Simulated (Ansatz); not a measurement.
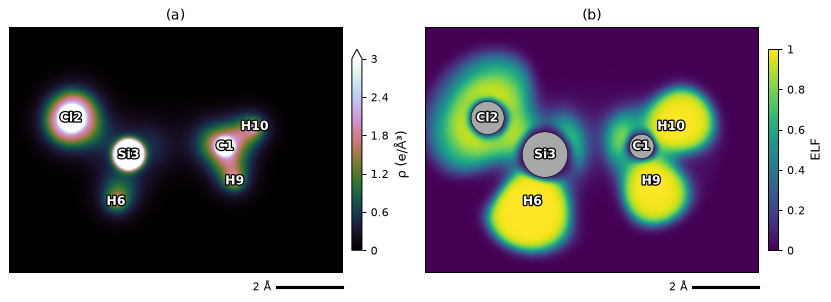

Figure 1: CH7ClSi3 (SMILES Cl[SiH]1[SiH2]C[SiH2]1). (a) electron density; (b) ELF on the plane of atoms Cl2, Si3 and H6. Grey discs cover the atomic cores in the ELF map.

Geometry: B3LYP-D3(BJ)/def2-SVP.

All numbers below come from isolated molecule in a Gaussian basis; Kohn-Sham density functional theory, functional PBE0 in Ansatz.

```yaml
atoms:
  - { symbol: C, position_ang: [0.0879, 3.6385, -0.5243] }
  - { symbol: Cl, position_ang: [-0.6984, -0.7616, -2.3036] }
  - { symbol: Si, position_ang: [0.0978, 1.1661, -2.1888] }
  - { symbol: Si, position_ang: [-1.2995, 3.0083, -1.6887] }
  - { symbol: Si, position_ang: [0.9704, 1.9785, -0.1456] }
  - { symbol: H, position_ang: [0.9915, 1.3692, -3.3672] }
  - { symbol: H, position_ang: [-1.7375, 3.9690, -2.7438] }
  - { symbol: H, position_ang: [-2.4865, 2.5635, -0.9013] }
  - { symbol: H, position_ang: [0.7732, 4.2830, -1.1023] }
  - { symbol: H, position_ang: [-0.2505, 4.2093, 0.3544] }
  - { symbol: H, position_ang: [0.3229, 1.2889, 1.0085] }
  - { symbol: H, position_ang: [2.4404, 2.0737, 0.0963] }
```

### What does the map show?

- Atoms in the plane: C, Cl, Si and H.
- Si–Cl (2.09 Å): ρ is about 0.8 e/Å³ halfway; the ELF peaks at about 0.90 between the atoms (a polar covalent bond).
- C–H (1.10 Å): ρ is about 1.9 e/Å³ halfway; the ELF climbs to about 1 towards the hydrogen, as it does in any bond to H; a covalent bond by its length.
- Si–H (1.49 Å): ρ is about 0.76 e/Å³ halfway; the ELF climbs to about 1 towards the hydrogen.
- The ELF also peaks beside Cl2, away from the bonds: lone-pair regions.
